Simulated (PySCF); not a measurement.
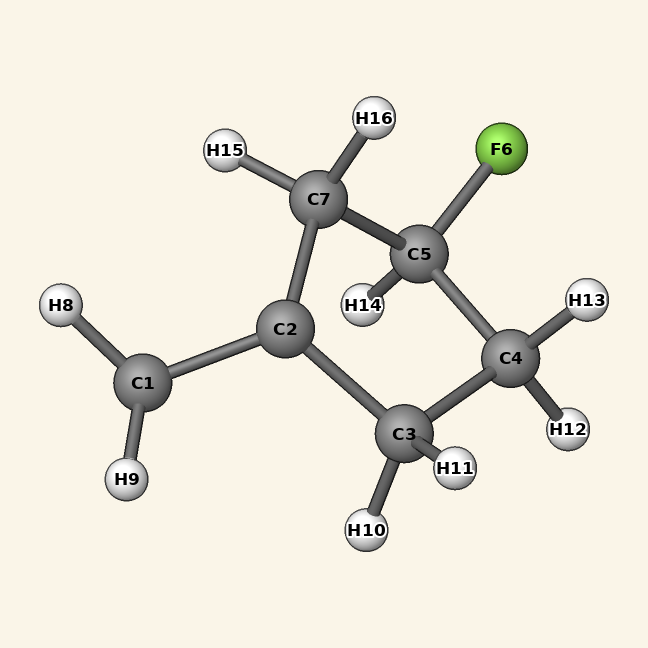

The questions are on Mulliken spin populations. State: charge −1, doublet. The geometry was computed by an optimisation with GFN2-xTB. No frequency run is at hand to confirm it as a minimum. Method: UKS B3LYP, pcH-1 on C F H, non-relativistic (PySCF 2.14.0).

**Which atom carries the largest spin population?**

C1 (0.46 e).

**Which atom has the lowest spin population?**

C3, C7 (−0.03 e); a negative value comes from spin polarisation.

List the Mulliken spin populations.

| atom | value (e) |
| --- | --- |
| C1 | 0.46 |
| C2 | 0.43 |
| C3 | −0.03 |
| C4 | 0.00 |
| C5 | 0.02 |
| F6 | 0.00 |
| C7 | −0.03 |
| H8 | −0.01 |
| H9 | −0.01 |
| H10 | 0.09 |
| H11 | 0.01 |
| H12 | 0.00 |
| H13 | 0.00 |
| H14 | 0.01 |
| H15 | 0.04 |
| H16 | 0.01 |

Mulliken values depend strongly on the basis set.
